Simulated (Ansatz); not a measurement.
Geometry relaxation of C2H8O4Si (part 2 of 2)

The same run, continued: C2H8O4Si; RKS r2SCANh-D4/STO-3G (Ansatz 0.2.0). It belongs to a series of runs on one base structure; here: start relaxed.

Geometry of the input (Å):
```
Si 0.0000  0.0000  0.0000
O  0.0000  0.0000  1.6800
C  -1.1112  -0.3437  2.4945
H  -1.8140  -0.9775  1.9143
H  -0.7584  -0.9037  3.3856
H  -1.6313  0.5809  2.8212
O  1.5842  0.0000  -0.5594
C  2.3503  -1.1632  -0.8360
H  1.7187  -1.9052  -1.3675
H  3.2179  -0.8926  -1.4733
H  2.7141  -1.6023  0.1163
O  -0.7913  1.3709  -0.5594
H  -1.7491  1.1401  -0.7818
O  -0.7913  -1.3709  -0.5594
H  -1.2459  -1.8365  0.2129
```

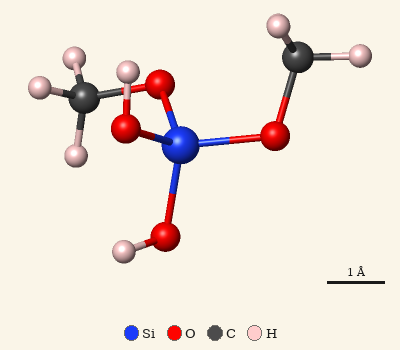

*The geometry at step 15 of the log (ball-and-stick view, seen at a tilt).*

Trajectory as extended XYZ, continued
```
15
Properties=species:S:1:pos:R:3:forces:R:3 step=7 energy=-18036.05947
Si   -0.1119   -0.1123   -0.0696    0.0207  -0.0751  -0.0440
O     0.1883   -0.6437    1.5283   -0.0651   0.0362   0.0740
C    -0.9354   -0.3337    2.4005    0.0450  -0.0447  -0.0453
H    -1.8507   -0.9265    2.1725    0.0816   0.0741  -0.0154
H    -0.6345   -0.5837    3.4337    0.0032  -0.0039   0.0055
H    -1.2165    0.7396    2.3826   -0.0489  -0.0163   0.0041
O     1.4152    0.1230   -0.7783   -0.0237  -0.0668   0.0628
C     2.2187   -1.0858   -0.6636    0.0201   0.0220  -0.0345
H     1.7929   -1.9449   -1.2240    0.0082  -0.0118  -0.0044
H     3.2097   -0.8665   -1.0993    0.0080  -0.0052  -0.0051
H     2.3796   -1.4155    0.3840   -0.0253   0.0272   0.0054
O    -0.8952    1.3806   -0.1975   -0.1068  -0.1041  -0.0530
H    -1.7887    1.1267   -0.6115    0.0637   0.0837   0.0558
O    -1.0846   -1.2597   -0.8649   -0.0065   0.0530   0.0063
H    -0.9942   -2.1011   -0.3050    0.0257   0.0317  -0.0121
15
Properties=species:S:1:pos:R:3:forces:R:3 step=8 energy=-18036.06442
Si   -0.1147   -0.1121   -0.0765    0.0175   0.0302   0.0422
O     0.2072   -0.6078    1.5308    0.0204   0.0143  -0.0507
C    -0.9275   -0.3352    2.3964   -0.0174  -0.0047  -0.0123
H    -1.8194   -0.9547    2.1593   -0.0069   0.0010  -0.0040
H    -0.6262   -0.5780    3.4311    0.0066  -0.0009   0.0046
H    -1.2506    0.7266    2.3808    0.0079  -0.0021  -0.0050
O     1.4046    0.1005   -0.8044   -0.0017  -0.0179  -0.0028
C     2.2215   -1.0944   -0.6603   -0.0091   0.0131   0.0194
H     1.8172   -1.9689   -1.2130    0.0009  -0.0061  -0.0039
H     3.2175   -0.8703   -1.0825   -0.0021   0.0028   0.0021
H     2.3643   -1.4009    0.3964    0.0171  -0.0164   0.0063
O    -0.8828    1.3854   -0.2142   -0.0170  -0.0001  -0.0034
H    -1.7991    1.1406   -0.5744   -0.0053   0.0251   0.0038
O    -1.1284   -1.2357   -0.8473   -0.0200  -0.0063   0.0143
H    -0.9909   -2.0989   -0.3341    0.0089  -0.0320  -0.0105
15
Properties=species:S:1:pos:R:3:forces:R:3 step=9 energy=-18036.06869
Si   -0.1253   -0.0976   -0.0782   -0.0232  -0.0437   0.0025
O     0.2338   -0.5558    1.5309    0.0105   0.0174  -0.0230
C    -0.9184   -0.3430    2.3909    0.0130   0.0125  -0.0024
H    -1.7936   -0.9715    2.1193   -0.0030  -0.0093   0.0063
H    -0.6230   -0.6133    3.4205   -0.0027  -0.0135   0.0026
H    -1.2632    0.7118    2.4087   -0.0050   0.0065  -0.0042
O     1.3823    0.0728   -0.8420   -0.0129  -0.0161   0.0064
C     2.2145   -1.1034   -0.6469    0.0162   0.0011  -0.0007
H     1.8203   -2.0085   -1.1571   -0.0061   0.0035   0.0023
H     3.2037   -0.8851   -1.0882   -0.0007  -0.0042   0.0027
H     2.3730   -1.3622    0.4204   -0.0147   0.0081   0.0034
O    -0.8770    1.4062   -0.2355    0.0180   0.0047   0.0074
H    -1.8046    1.1734   -0.5722   -0.0106  -0.0175  -0.0016
O    -1.1940   -1.2139   -0.7856    0.0001   0.0478  -0.0085
H    -0.9360   -2.1138   -0.3969    0.0211   0.0028   0.0068
15
Properties=species:S:1:pos:R:3:forces:R:3 step=10 energy=-18035.86495 accepted=F
Si   -0.1479   -0.0674   -0.0857    0.0927   0.0049  -0.0135
O     0.2932   -0.4380    1.5292   -0.3488   0.0457   0.0643
C    -0.8948   -0.3581    2.3795    0.0606   0.0818  -0.0118
H    -1.7292   -1.0146    2.0405    0.1304   0.0953   0.0255
H    -0.6081   -0.6844    3.3972    0.0253   0.0019  -0.0837
H    -1.2976    0.6784    2.4672    0.0644  -0.1941  -0.0514
O     1.3330    0.0108   -0.9272   -0.0386  -0.2467   0.1215
C     2.1970   -1.1240   -0.6167   -0.0457  -0.1311   0.0810
H     1.8258   -2.0940   -1.0353    0.0586   0.2949   0.1196
H     3.1761   -0.9215   -1.0894   -0.0261  -0.0287   0.0236
H     2.3748   -1.2761    0.4761   -0.1155   0.0895  -0.3018
O    -0.8613    1.4493   -0.2874   -0.1215   0.0598   0.0033
H    -1.8195    1.2370   -0.5541    0.1541  -0.0167   0.0383
O    -1.3337   -1.1629   -0.6589    1.8677  -3.1352   0.3658
H    -0.8152   -2.1381   -0.5471   -1.7575   3.0787  -0.3807
15
Properties=species:S:1:pos:R:3:forces:R:3 step=11 energy=-18036.07010
Si   -0.1311   -0.0928   -0.0827    0.0019  -0.0061  -0.0088
O     0.2450   -0.5334    1.5260   -0.0006  -0.0016  -0.0031
C    -0.9081   -0.3460    2.3908    0.0025  -0.0019  -0.0056
H    -1.7719   -0.9911    2.1208    0.0038   0.0022  -0.0017
H    -0.6042   -0.6156    3.4182    0.0025   0.0006   0.0032
H    -1.2731    0.7022    2.4134   -0.0007  -0.0044   0.0001
O     1.3720    0.0572   -0.8595   -0.0042   0.0020  -0.0079
C     2.2117   -1.1085   -0.6368   -0.0065   0.0013   0.0090
H     1.8277   -2.0249   -1.1343   -0.0022  -0.0012   0.0015
H     3.2030   -0.8912   -1.0735   -0.0017  -0.0001  -0.0003
H     2.3622   -1.3473    0.4362   -0.0099   0.0051   0.0052
O    -0.8784    1.4123   -0.2453    0.0068   0.0112   0.0078
H    -1.8102    1.1776   -0.5699    0.0028  -0.0063  -0.0028
O    -1.2216   -1.1953   -0.7750    0.0007  -0.0036   0.0096
H    -0.9304   -2.1069   -0.4406    0.0048   0.0028  -0.0063
15
Properties=species:S:1:pos:R:3:forces:R:3 step=12 energy=-18036.06762 accepted=F
Si   -0.1443   -0.0839   -0.0922    0.0476   0.0516  -0.0107
O     0.2659   -0.5013    1.5128   -0.0455  -0.0121   0.0334
C    -0.8838   -0.3548    2.3912   -0.0169  -0.0048  -0.0183
H    -1.7298   -1.0270    2.1275    0.0352   0.0246  -0.0005
H    -0.5600   -0.6189    3.4144   -0.0005   0.0139  -0.0113
H    -1.2825    0.6819    2.4211    0.0159  -0.0356   0.0057
O     1.3481    0.0293   -0.8964    0.0212  -0.0375  -0.0092
C     2.2006   -1.1155   -0.6127   -0.0278  -0.0060   0.0335
H     1.8361   -2.0568   -1.0798    0.0072   0.0318   0.0201
H     3.1961   -0.9031   -1.0424   -0.0041   0.0047  -0.0007
H     2.3349   -1.3089    0.4727   -0.0120   0.0116  -0.0515
O    -0.8829    1.4256   -0.2556   -0.0135   0.0042   0.0139
H    -1.8148    1.1890   -0.5802    0.0096   0.0247  -0.0041
O    -1.2754   -1.1621   -0.7557    0.2062  -0.5926   0.1373
H    -0.9154   -2.0973   -0.5366   -0.2227   0.5214  -0.1378
15
Properties=species:S:1:pos:R:3:forces:R:3 step=13 energy=-18036.07112
Si   -0.1393   -0.0874   -0.0918   -0.0027   0.0185  -0.0093
O     0.2584   -0.5202    1.5132   -0.0147  -0.0006   0.0101
C    -0.8909   -0.3549    2.3879   -0.0023  -0.0035  -0.0061
H    -1.7454   -1.0144    2.1224    0.0094   0.0069   0.0004
H    -0.5741   -0.6218    3.4123    0.0007   0.0043  -0.0047
H    -1.2740    0.6869    2.4159    0.0049  -0.0110   0.0012
O     1.3558    0.0414   -0.8879    0.0085  -0.0186  -0.0042
C     2.2030   -1.1101   -0.6199   -0.0113  -0.0093   0.0228
H     1.8307   -2.0447   -1.0932    0.0089   0.0164   0.0092
H     3.1975   -0.8987   -1.0525   -0.0025  -0.0013   0.0026
H     2.3408   -1.3140    0.4626   -0.0007   0.0064  -0.0316
O    -0.8794    1.4222   -0.2484   -0.0071  -0.0087   0.0039
H    -1.8098    1.1901   -0.5799    0.0037   0.0109  -0.0011
O    -1.2530   -1.1782   -0.7664    0.0601  -0.1399   0.0593
H    -0.9275   -2.0998   -0.4862   -0.0547   0.1294  -0.0526
15
Properties=species:S:1:pos:R:3:forces:R:3 step=14 energy=-18036.07154
Si   -0.1430   -0.0866   -0.0942    0.0019   0.0155  -0.0103
O     0.2611   -0.5173    1.5096   -0.0151   0.0015   0.0095
C    -0.8863   -0.3573    2.3874   -0.0030  -0.0037  -0.0030
H    -1.7385   -1.0210    2.1248    0.0107   0.0089  -0.0023
H    -0.5651   -0.6227    3.4109    0.0005   0.0053  -0.0032
H    -1.2741    0.6827    2.4165    0.0040  -0.0120   0.0017
O     1.3493    0.0338   -0.8974    0.0120  -0.0255   0.0016
C     2.2013   -1.1111   -0.6145   -0.0090   0.0006   0.0126
H     1.8340   -2.0526   -1.0777    0.0042   0.0137   0.0097
H     3.1955   -0.9007   -1.0479   -0.0018   0.0028  -0.0020
H     2.3388   -1.3018    0.4702   -0.0059   0.0046  -0.0223
O    -0.8796    1.4249   -0.2488   -0.0063  -0.0079   0.0052
H    -1.8104    1.1961   -0.5814    0.0053   0.0078  -0.0011
O    -1.2645   -1.1732   -0.7621    0.0540  -0.1184   0.0471
H    -0.9259   -2.0969   -0.5073   -0.0517   0.1066  -0.0430
15
Properties=species:S:1:pos:R:3:forces:R:3 step=15 energy=-18036.07218
Si   -0.1497   -0.0872   -0.0990    0.0082   0.0005  -0.0043
O     0.2659   -0.5147    1.5026   -0.0001   0.0075   0.0016
C    -0.8776   -0.3630    2.3865   -0.0059   0.0014  -0.0072
H    -1.7267   -1.0307    2.1255    0.0032   0.0006   0.0053
H    -0.5498   -0.6276    3.4080   -0.0007  -0.0023  -0.0031
H    -1.2716    0.6744    2.4194    0.0029  -0.0008   0.0001
O     1.3363    0.0174   -0.9171    0.0011  -0.0255   0.0124
C     2.1996   -1.1111   -0.6039   -0.0209   0.0042  -0.0003
H     1.8401   -2.0683   -1.0405    0.0100   0.0149   0.0062
H     3.1909   -0.9025   -1.0450   -0.0007  -0.0050   0.0038
H     2.3384   -1.2709    0.4852    0.0040   0.0044  -0.0168
O    -0.8779    1.4288   -0.2468   -0.0069  -0.0015   0.0044
H    -1.8080    1.2091   -0.5869    0.0040   0.0000  -0.0012
O    -1.2870   -1.1649   -0.7541    0.0385  -0.0752   0.0244
H    -0.9304   -2.0925   -0.5460   -0.0368   0.0767  -0.0253
15
Properties=species:S:1:pos:R:3:forces:R:3 step=16 energy=-18036.07246
Si   -0.1567   -0.0888   -0.1023    0.0119  -0.0056  -0.0008
O     0.2700   -0.5121    1.4973   -0.0038   0.0073  -0.0090
C    -0.8706   -0.3677    2.3860    0.0024  -0.0043   0.0140
H    -1.7179   -1.0387    2.1282   -0.0007   0.0046  -0.0092
H    -0.5369   -0.6346    3.4049    0.0009   0.0054   0.0025
H    -1.2680    0.6683    2.4241   -0.0006  -0.0047  -0.0015
O     1.3226    0.0000   -0.9351    0.0136  -0.0491   0.0215
C     2.1988   -1.1110   -0.5940   -0.0107   0.0041  -0.0001
H     1.8480   -2.0847   -1.0012    0.0031   0.0323   0.0189
H     3.1858   -0.9059   -1.0463   -0.0013   0.0039  -0.0049
H     2.3468   -1.2374    0.4986   -0.0146   0.0014  -0.0304
O    -0.8771    1.4314   -0.2430   -0.0100   0.0061   0.0035
H    -1.8048    1.2197   -0.5944    0.0059  -0.0035  -0.0002
O    -1.3105   -1.1554   -0.7464    0.0521  -0.1005   0.0196
H    -0.9367   -2.0868   -0.5886   -0.0482   0.1027  -0.0237
15
Properties=species:S:1:pos:R:3:forces:R:3 step=17 energy=-18036.07266
Si   -0.1573   -0.0898   -0.1011    0.0062  -0.0040  -0.0025
O     0.2703   -0.5126    1.4983    0.0022   0.0063  -0.0054
C    -0.8698   -0.3678    2.3876   -0.0055   0.0043  -0.0025
H    -1.7178   -1.0373    2.1279    0.0021  -0.0023   0.0031
H    -0.5366   -0.6345    3.4067   -0.0005  -0.0016  -0.0028
H    -1.2668    0.6682    2.4252    0.0013   0.0009   0.0013
O     1.3207   -0.0025   -0.9360    0.0064  -0.0315   0.0152
C     2.1991   -1.1107   -0.5931   -0.0230   0.0009   0.0040
H     1.8458   -2.0862   -0.9930    0.0103   0.0189   0.0063
H     3.1840   -0.9073   -1.0506   -0.0031  -0.0021   0.0016
H     2.3496   -1.2320    0.4995    0.0001   0.0042  -0.0211
O    -0.8779    1.4305   -0.2399   -0.0092   0.0024   0.0045
H    -1.8034    1.2190   -0.5972    0.0041  -0.0015  -0.0004
O    -1.3129   -1.1548   -0.7452    0.0487  -0.0750   0.0167
H    -0.9343   -2.0858   -0.6012   -0.0401   0.0801  -0.0180
15
Properties=species:S:1:pos:R:3:forces:R:3 step=18 energy=-18036.07300
Si   -0.1595   -0.0910   -0.0984   -0.0048   0.0061   0.0062
O     0.2728   -0.5076    1.5009   -0.0006   0.0007  -0.0053
C    -0.8675   -0.3667    2.3909   -0.0013  -0.0003   0.0002
H    -1.7131   -1.0393    2.1320    0.0010  -0.0010   0.0004
H    -0.5325   -0.6324    3.4096    0.0004   0.0009   0.0006
H    -1.2676    0.6681    2.4285    0.0000   0.0003   0.0007
O     1.3150   -0.0102   -0.9390    0.0031  -0.0012  -0.0024
C     2.1973   -1.1123   -0.5909    0.0024  -0.0007   0.0004
H     1.8480   -2.0913   -0.9846    0.0000   0.0012   0.0010
H     3.1809   -0.9081   -1.0510   -0.0021  -0.0011   0.0008
H     2.3501   -1.2266    0.5015    0.0010   0.0005  -0.0010
O    -0.8827    1.4291   -0.2309    0.0003  -0.0061   0.0016
H    -1.8000    1.2182   -0.6090    0.0005   0.0009  -0.0019
O    -1.3180   -1.1519   -0.7415    0.0032  -0.0007   0.0022
H    -0.9306   -2.0817   -0.6300   -0.0031   0.0004  -0.0034
15
Properties=species:S:1:pos:R:3:forces:R:3 step=19 energy=-18036.07313
Si   -0.1633   -0.0918   -0.0972   -0.0010   0.0049   0.0119
O     0.2752   -0.5050    1.5008   -0.0038  -0.0001  -0.0026
C    -0.8635   -0.3690    2.3937    0.0016   0.0013   0.0014
H    -1.7053   -1.0478    2.1389    0.0014   0.0006   0.0001
H    -0.5237   -0.6297    3.4122    0.0002   0.0000  -0.0004
H    -1.2700    0.6634    2.4297   -0.0009  -0.0014  -0.0006
O     1.3071   -0.0201   -0.9458    0.0049   0.0050  -0.0058
C     2.1958   -1.1129   -0.5857    0.0048  -0.0087   0.0007
H     1.8483   -2.0994   -0.9618    0.0012   0.0034   0.0032
H     3.1758   -0.9121   -1.0549   -0.0020  -0.0004   0.0004
H     2.3558   -1.2097    0.5075   -0.0020   0.0016  -0.0036
O    -0.8854    1.4295   -0.2224   -0.0153  -0.0077  -0.0070
H    -1.7942    1.2227   -0.6236    0.0168   0.0056   0.0067
O    -1.3288   -1.1458   -0.7381    0.0106  -0.0512  -0.0006
H    -0.9312   -2.0760   -0.6652   -0.0164   0.0473  -0.0039
15
Properties=species:S:1:pos:R:3:forces:R:3 step=20 energy=-18036.07321
Si   -0.1661   -0.0925   -0.0961   -0.0003   0.0071   0.0097
O     0.2766   -0.5038    1.5008   -0.0037   0.0010  -0.0011
C    -0.8607   -0.3706    2.3962    0.0005  -0.0002   0.0003
H    -1.6990   -1.0553    2.1457    0.0012   0.0005  -0.0002
H    -0.5168   -0.6258    3.4147   -0.0002   0.0012  -0.0011
H    -1.2731    0.6595    2.4291    0.0006  -0.0016   0.0004
O     1.3017   -0.0265   -0.9503    0.0056  -0.0006  -0.0049
C     2.1943   -1.1135   -0.5821    0.0028  -0.0111   0.0061
H     1.8470   -2.1053   -0.9447    0.0033   0.0109   0.0043
H     3.1715   -0.9161   -1.0585   -0.0033  -0.0011   0.0004
H     2.3598   -1.1972    0.5115   -0.0029   0.0015  -0.0106
O    -0.8875    1.4296   -0.2157   -0.0126  -0.0071  -0.0057
H    -1.7894    1.2265   -0.6340    0.0139   0.0059   0.0070
O    -1.3359   -1.1421   -0.7361    0.0137  -0.0559  -0.0022
H    -0.9295   -2.0705   -0.6926   -0.0186   0.0495  -0.0023
15
Properties=species:S:1:pos:R:3:forces:R:3 step=21 energy=-18036.07327
Si   -0.1675   -0.0928   -0.0958   -0.0004   0.0035   0.0017
O     0.2767   -0.5037    1.5006   -0.0021   0.0007  -0.0002
C    -0.8597   -0.3716    2.3971    0.0016   0.0009   0.0019
H    -1.6961   -1.0597    2.1496    0.0011   0.0016   0.0000
H    -0.5136   -0.6228    3.4158   -0.0006  -0.0009  -0.0008
H    -1.2752    0.6573    2.4280   -0.0009  -0.0013  -0.0012
O     1.2993   -0.0294   -0.9525    0.0022  -0.0022  -0.0003
C     2.1935   -1.1138   -0.5801   -0.0017  -0.0062   0.0015
H     1.8450   -2.1080   -0.9346    0.0028   0.0063   0.0037
H     3.1689   -0.9196   -1.0616   -0.0019   0.0001   0.0017
H     2.3627   -1.1900    0.5134   -0.0013   0.0011  -0.0080
O    -0.8882    1.4299   -0.2121   -0.0074  -0.0056  -0.0031
H    -1.7873    1.2292   -0.6372    0.0083   0.0039   0.0044
O    -1.3386   -1.1413   -0.7360    0.0099  -0.0251   0.0000
H    -0.9272   -2.0674   -0.7067   -0.0096   0.0231  -0.0014
15
Properties=species:S:1:pos:R:3:forces:R:3 step=22 energy=-18036.07330
Si   -0.1693   -0.0935   -0.0953    0.0000   0.0004  -0.0019
O     0.2775   -0.5029    1.5005    0.0021   0.0002   0.0028
C    -0.8580   -0.3723    2.3984   -0.0061  -0.0022  -0.0069
H    -1.6924   -1.0634    2.1529   -0.0003  -0.0029   0.0012
H    -0.5101   -0.6206    3.4172    0.0006   0.0032  -0.0012
H    -1.2773    0.6551    2.4269    0.0040   0.0015   0.0042
O     1.2957   -0.0340   -0.9560   -0.0026  -0.0029  -0.0002
C     2.1924   -1.1144   -0.5781    0.0028   0.0039   0.0051
H     1.8442   -2.1121   -0.9224   -0.0002   0.0019  -0.0028
H     3.1658   -0.9226   -1.0642   -0.0009  -0.0025  -0.0023
H     2.3654   -1.1811    0.5151   -0.0003  -0.0004   0.0014
O    -0.8892    1.4298   -0.2073   -0.0006  -0.0018  -0.0004
H    -1.7849    1.2325   -0.6404    0.0011   0.0008   0.0005
O    -1.3421   -1.1403   -0.7351    0.0044  -0.0092   0.0012
H    -0.9248   -2.0639   -0.7241   -0.0040   0.0100  -0.0006
```

Summary

| quantity | value |
| --- | --- |
| outcome | converged |
| total energy | −18036.0733 eV |
| mean-field energy | −18035.9818 eV |
| largest force (length of the vector) at the end | 0.011 eV/Å |
| wall time | 2.6 min |
| peak memory | 0.18 GiB |
